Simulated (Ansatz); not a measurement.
A series of calculations on SiH$_{4}$ and related structures

### Relaxation

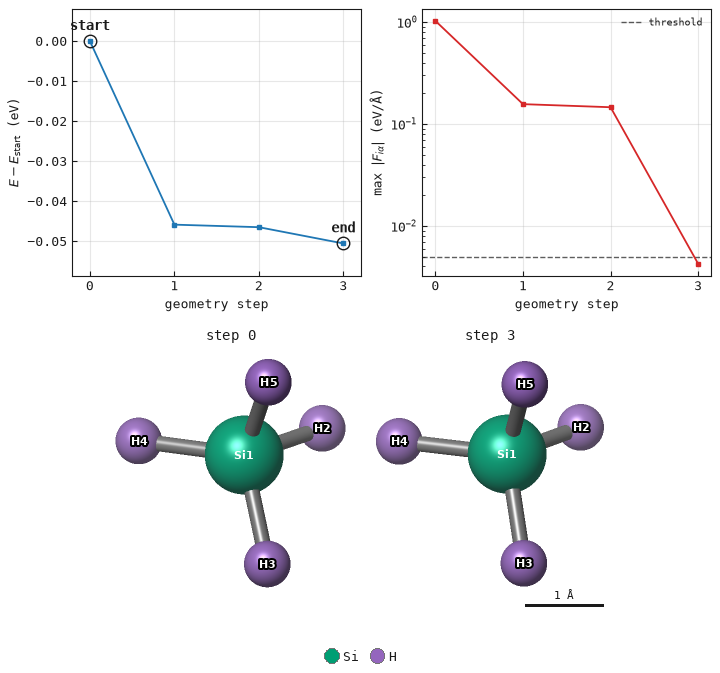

First and last geometry of a relaxation of SiH$_{4}$, with the history of the run. Style: ball-and-stick. Shown at a tilt.

It is one of the separated products of a reaction.

Method: RKS PBE0-D4/def2-TZVP in Ansatz 0.2.0. (force threshold 0.005 eV/Å; at most 200 steps)

Question: What do the curves and the structures tell?

Answer: It converged. The energy falls by 0.051 eV in 3 geometry steps. Largest force component: 1 eV/Å at the start, 0.0043 eV/Å at the end. The atom that moves furthest after the best rigid fit is Si1 (0.064 Å). Largest moves by element: Si 0.064 Å, H 0.049 Å. Among the contacts that change: Si1–H2 1.518 → 1.484 Å, Si1–H4 1.475 → 1.484 Å, Si1–H3 1.478 → 1.485 Å. Among the angles between lasting bonds that change: H2–Si1–H3 104.4° → 109.5°, H3–Si1–H4 112.9° → 109.5°. Cost: 0.8 s on 8 threads of Arm Neoverse V1, with other jobs on the host.

```json
{"step": "0", "E − E(0), eV": "0.0000", "largest force component, eV/Å": "1.0248"}
{"step": "1", "E − E(0), eV": "-0.0458", "largest force component, eV/Å": "0.1564"}
{"step": "2", "E − E(0), eV": "-0.0465", "largest force component, eV/Å": "0.1459"}
{"step": "3", "E − E(0), eV": "-0.0505", "largest force component, eV/Å": "0.0043"}
```

### Relaxation

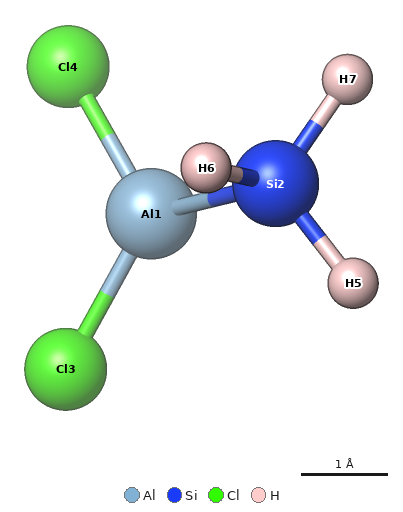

AlSiH3Cl2, before the relaxation. Style: ball-and-stick. Shown from a free direction.

It is one of the separated reactants of a reaction.

These are results of RKS PBE0-D4/def2-TZVP in Ansatz 0.2.0, not measurements.

Input file:
```yaml
crystal:
  periodic: [false, false, false]
  atoms:
    - {symbol: Al, position_ang: [-0.271767, -0.866956, -0.036443]}
    - {symbol: Si, position_ang: [0.945459, 1.125281, -0.704664]}
    - {symbol: Cl, position_ang: [-1.204230, -2.122915, -1.435429]}
    - {symbol: Cl, position_ang: [0.291139, -1.850449, 1.808125]}
    - {symbol: H, position_ang: [0.181641, 1.906540, -1.715764]}
    - {symbol: H, position_ang: [2.256152, 0.748666, -1.302054]}
    - {symbol: H, position_ang: [1.207278, 2.006555, 0.467064]}
basis:
  gaussian: {orbitals: def2-TZVP}
hamiltonian: {xc: pbe0, dispersion: d4}
relax: {f_tol: 0.005, max_steps: 200}
```

Command:
```bash
ansatz run in.yaml --threads 8 --pin off --events-out ev --progress --plain --max-ram 19148MiB
```

Q: Predict the outcome.

A: Al1 moves most after the best rigid fit: 0.22 Å. Largest moves by element: Al 0.22 Å, Cl 0.12 Å, H 0.09 Å, Si 0.03 Å. Among the contacts that change: Al1–Cl4 2.165 → 2.091 Å, Al1–Cl3 2.099 → 2.091 Å, Al1–Si2 2.428 → 2.433 Å. Among the angles between lasting bonds that change: Si2–Al1–Cl4 118.5° → 121.6°, Cl3–Al1–Cl4 114.3° → 116.9°. After 5 accepted moves (6 points after the start) the energy has fallen by 3.02 kcal/mol. The largest force component goes from 0.92 to 0.0027 eV/Å. The line search rejected the trial step at point 4 of the run. The run took 10 s on 8 threads of Arm Neoverse V1 (shared host).

History of the run:

```csv
step,"E − E(0), kcal/mol","largest force component, eV/Å",note
0,0.00,0.9160,
1,-2.29,0.3564,
2,-2.69,0.0922,
3,-2.92,0.1308,
4,-2.90,0.1389,rejected
5,-3.02,0.0133,
6,-3.02,0.0027,
```

Final geometry:

```xyz
7

Al   -0.0834   -0.9773   -0.0724
Si    0.9704    1.1201   -0.7111
Cl   -1.2905   -2.0427   -1.4064
Cl    0.2012   -1.8135    1.8227
H     0.1363    1.8402   -1.7095
H     2.2977    0.8318   -1.3213
H     1.1740    1.9881    0.4788
```

The end point in the same view:

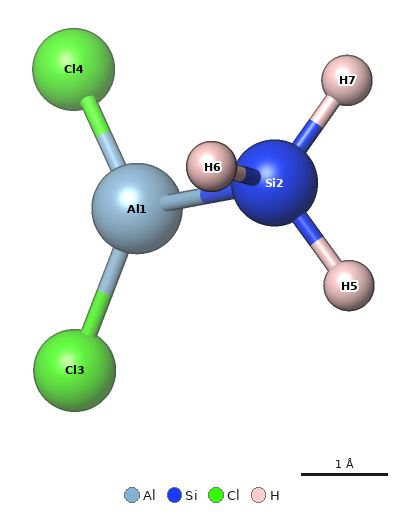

### Reaction

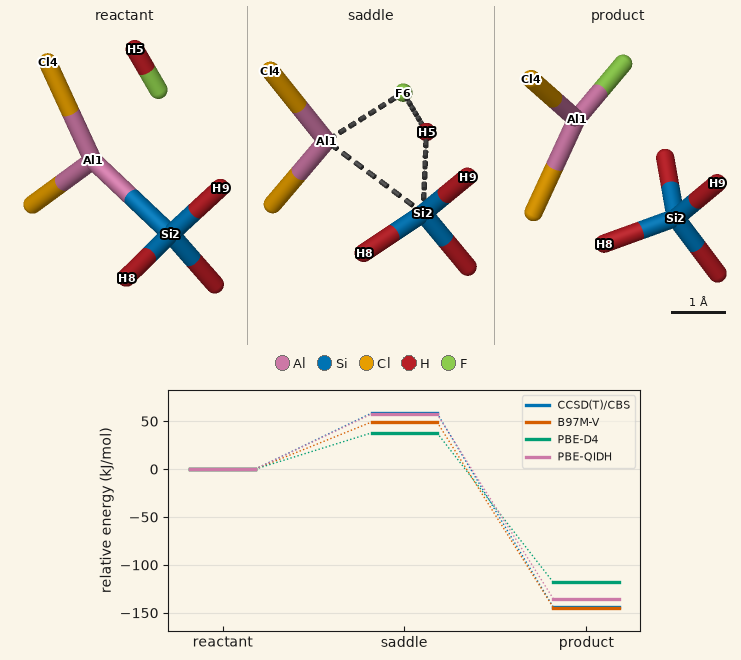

A reaction step of AlSiH4Cl2F, with its energy diagram. The picture is a stick view, seen from a free direction. Dashed sticks mark bonds that form or break.

Stationary points at PBE0-D4/def2-TZVP, single-point energies with CCSD(T)/CBS, B97M-V, PBE-D4, PBE-QIDH (def2-TZVPP where no basis is named; Ansatz 0.2.0). The energies are electronic, without zero-point or thermal terms, and both ends are the relaxed geometries reached downhill from the saddle, with any fragments still in contact. CCSD(T)/CBS stands for a frozen-core estimate: MP2 correlation extrapolated from def2-TZVPP and def2-QZVPP, CCSD(T) minus MP2 from the smaller set.

Question: What happens, and what does it cost?

Answer: Counted by bonded pieces, the reactant holds AlSiH₃Cl₂ + HF and the product holds AlCl₂F + SiH₄. From the reactant over the saddle to the product, bonds form: Al–F (2.04 → 1.86 → 1.64 Å), H–Si (4.01 → 2.05 → 1.52 Å). Bonds break: Al–Si (2.43 → 2.57 → 3.11 Å), F–H (0.95 → 1.09 → 2.52 Å). The saddle has one imaginary mode, 684i cm⁻¹. The end the product keeps a soft imaginary mode of 37i cm⁻¹, so it isn't quite a minimum. With CCSD(T)/CBS the barrier is 58.5 kJ/mol from the reactant and 202.7 kJ/mol from the product, and the product lies 144.3 kJ/mol below the reactant.

| level | barrier from the reactant (kJ/mol) | barrier from the product (kJ/mol) | the product less the reactant (kJ/mol) |
| --- | --- | --- | --- |
| CCSD(T)/CBS | 58.5 | 202.7 | −144.3 |
| B97M-V | 49.2 | 193.8 | −144.7 |
| PBE-D4 | 37.8 | 156.1 | −118.3 |
| PBE-QIDH | 57.5 | 193.0 | −135.4 |

Against CCSD(T)/CBS, PBE-QIDH comes closest on the barrier from the reactant (−1.0 kJ/mol) and PBE-D4 misses most (−20.7 kJ/mol).

### Path

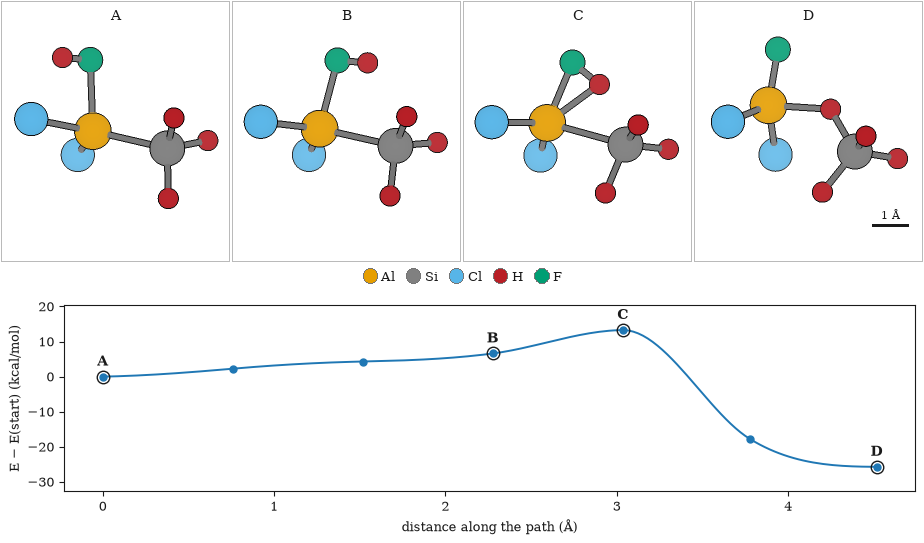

A search for the minimum-energy path of AlSiH₄Cl₂F by the nudged elastic band. Images are numbered from 0 (start) to 6 (end). Frames A to D are images 0, 3, 4, 6. The picture is a ball-and-stick view, seen from a free direction.

The calculation used Ansatz, RKS PBE0-D4/def2-SVP.

The input:
```yaml
crystal:
  periodic: [false, false, false]
  atoms:
    - {symbol: Al, position_ang: [-0.271767, -0.866956, -0.036443]}
    - {symbol: Si, position_ang: [0.945459, 1.125281, -0.704664]}
    - {symbol: Cl, position_ang: [-1.204230, -2.122915, -1.435429]}
    - {symbol: Cl, position_ang: [0.291139, -1.850449, 1.808125]}
    - {symbol: H, position_ang: [-1.552289, -0.715235, 1.842305]}
    - {symbol: F, position_ang: [-1.853281, -0.231589, 1.076861]}
    - {symbol: H, position_ang: [0.181641, 1.906540, -1.715764]}
    - {symbol: H, position_ang: [2.256152, 0.748666, -1.302054]}
    - {symbol: H, position_ang: [1.207278, 2.006555, 0.467064]}
basis:
  gaussian: {orbitals: def2-SVP}
hamiltonian: {xc: pbe0, dispersion: d4}
neb:
  images: 5
  climbing: true
  max_iterations: 40
  initial_path: idpp
  final_atoms:
    - {symbol: Al, position_ang: [-0.790206, -1.362037, 0.473544]}
    - {symbol: Si, position_ang: [0.650514, 1.256602, -0.385904]}
    - {symbol: Cl, position_ang: [-1.011744, -1.833609, -1.547067]}
    - {symbol: Cl, position_ang: [0.945241, -1.936449, 1.479351]}
    - {symbol: H, position_ang: [-0.473223, 0.532177, 0.333225]}
    - {symbol: F, position_ang: [-2.140132, -1.060365, 1.356359]}
    - {symbol: H, position_ang: [-0.037054, 2.094355, -1.391047]}
    - {symbol: H, position_ang: [1.549899, 0.256427, -0.991156]}
    - {symbol: H, position_ang: [1.306803, 2.052798, 0.672692]}
```

Launched with:
```bash
ansatz run in.yaml --threads 8 --pin off --events-out ev --progress --plain --max-ram 19148MiB
```

> Describe the mechanism and the energy profile.

Forward barrier 13.3 kcal/mol, backward barrier 39.0 kcal/mol, with image 4 at the top; the reaction energy is −25.7 kcal/mol. A hydrogen atom shifts from one atom to another. Breaking: F–H (0.95 → 2.52 Å). Forming: H–Si (4.01 → 1.52 Å). The band converged in 12 iterations. The largest component of the band force went from 3.9 to 0.049 eV/Å. The climbing image converged on the top of the path. Its curvatures weren't checked. The largest force component is 0.21 eV/Å at the start and 0.55 eV/Å at the end; an end with forces this large is no minimum, and the barrier measured from it can be far off.
